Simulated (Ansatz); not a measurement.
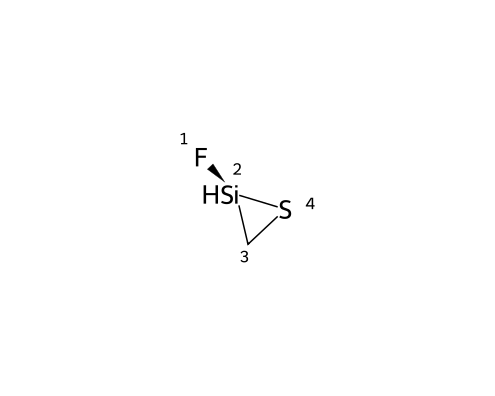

A structural formula, with wedges where it has stereocentres; small numbers name the atoms. The configuration is that of a computed structure (PBE0-D4/def2-TZVP).

**Assign CIP descriptors.**

Si2: S.

**Give a SMILES with the stereochemistry.**

F[Si@@H]1CS1
